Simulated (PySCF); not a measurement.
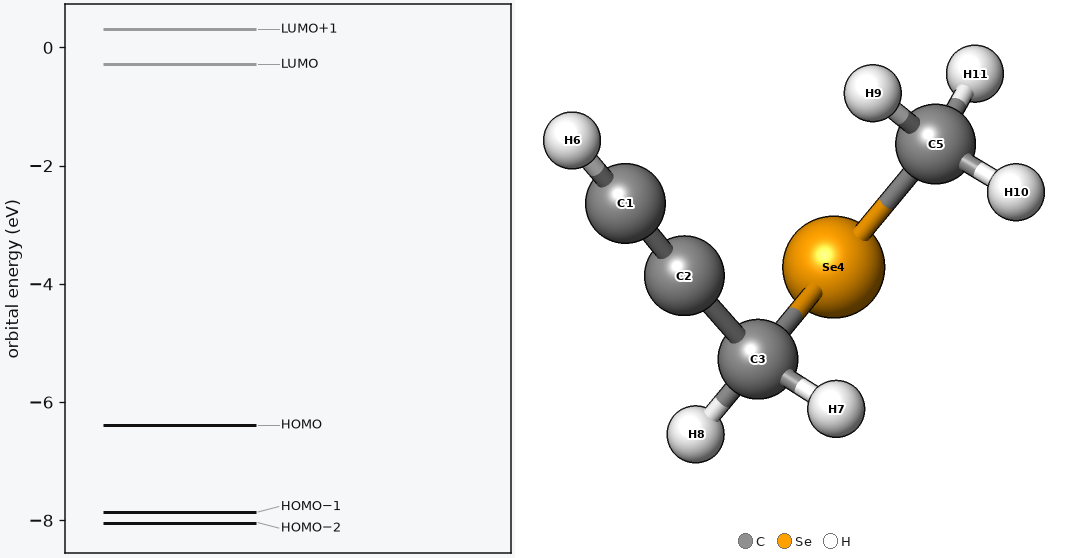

C₄H₆Se, SMILES C#CC[Se]C. Kohn-Sham orbital energies near the frontier, PBE0/def2-SVPD (IEF-PCM dimethylsulfoxide) in PySCF, at a PBE0-D3(BJ)/def2-SVP geometry (no frequency check); empty levels in grey, levels within 0.03 eV side by side.

### Where do the frontier orbitals lie?

HOMO at −6.39 eV, LUMO at −0.28 eV, 6.10 eV apart.

### List the levels with the atoms that carry most of them (a dash for levels above zero or within 0.03 eV of another, where shares mean little).

| orbital | energy (eV) | Löwdin shares |
| --- | --- | --- |
| LUMO+1 | 0.31 | – |
| LUMO | −0.28 | Se4 48 %, C3 14 %, C1 13 % |
| HOMO | −6.39 | Se4 73 %, C5 10 %, C3 8 % |
| HOMO−1 | −7.86 | C1 35 %, C2 31 %, Se4 17 % |
| HOMO−2 | −8.04 | C1 41 %, C2 39 %, C3 8 % |

Known limits of this run: spin-orbit coupling is left out, and with Se it can shift these levels and split any degenerate set; one conformer of a flexible molecule; empty levels above zero depend strongly on the basis.
